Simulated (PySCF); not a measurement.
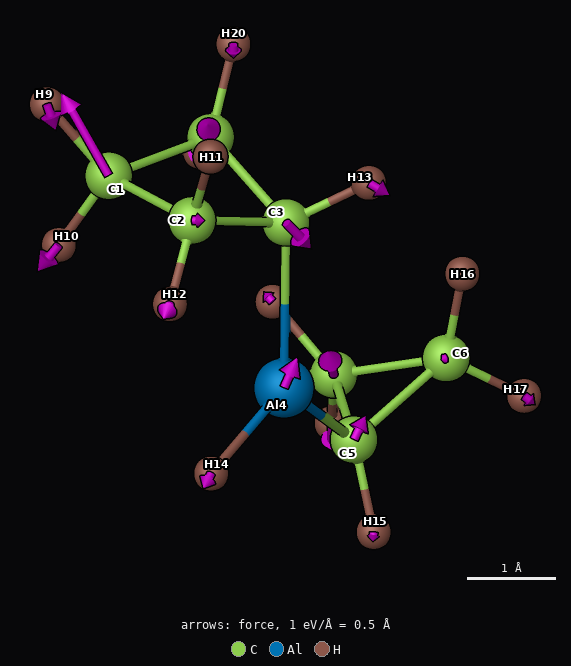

Starting geometry of C7H13Al with the computed forces as purple arrows. The picture is a ball-and-stick view, seen from a free direction.

The start comes from GFN2-xTB. Its atoms were then displaced at random by about 0.01 Å.

All numbers below come from PBE0-D3(BJ)/def2-SVP geometry optimisation, gas phase (PySCF 2.14.0, density-fitted response routines). 

Is this structure relaxed? If not, where do the atoms go?

It isn't relaxed: the largest force vector, on a C atom, is 2.22 eV/Å. The final displacements have little in common with the starting forces (cosine between the two patterns 0.02). Over 15 geometry steps the energy falls by 6.95 kcal/mol. The atom that moves furthest after the best rigid fit is an H atom (0.85 Å). Largest moves by element: H 0.85 Å, C 0.50 Å, Al 0.23 Å. Among the contacts that change: Al–C 2.041 → 1.970 Å, C–H 1.071 → 1.104 Å, Al–H 1.566 → 1.598 Å, C–C 1.507 → 1.538 Å. Bond angles that change, for instance: Al–C–H 119.8° → 109.1°, C–C–Al 105.9° → 116.3°, C–Al–H 111.8° → 120.8°. Groups turn about Al–C by about 25°. The run took 2.1 min on 1 thread of AMD EPYC 9R45 96-Core Processor, with other jobs on the host.
